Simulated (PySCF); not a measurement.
SMILES c1cc(C)ccc1O, singlet at its GFN2-xTB optimised geometry (Å):

```
16

C     -1.4402    -2.4700     0.0095
C     -0.6825    -1.1762     0.0000
C     -1.3397     0.0447     0.0010
C     -0.6339     1.2352     0.0010
C      0.7539     1.2219     0.0002
O      1.4919     2.3680    -0.0014
C      1.4247     0.0029     0.0000
C      0.7088    -1.1762     0.0000
H     -1.0770    -3.1321    -0.7748
H     -1.3056    -2.9795     0.9637
H     -2.5031    -2.2996    -0.1415
H     -2.4201     0.0724     0.0011
H     -1.1634     2.1796     0.0008
H      0.9033     3.1321    -0.0011
H      2.5031     0.0038    -0.0010
H      1.2386    -2.1179    -0.0006
```

Computed with PySCF with PBE0/def2-TZVP. Cells within 0.4 Å of a nucleus heavier than hydrogen are left out (blank, or x).

Map of the electron localisation function on the plane z = 0.0 Å:

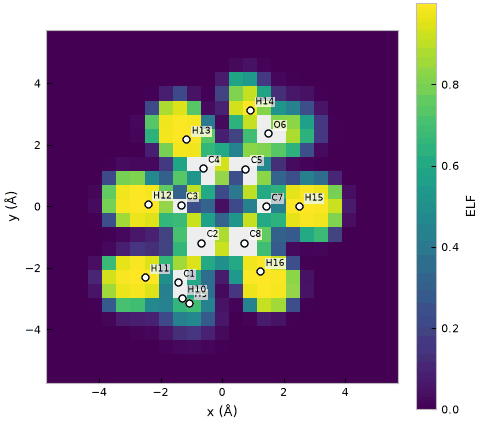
Figure. Electron localisation function on the plane z = 0.0 Å.
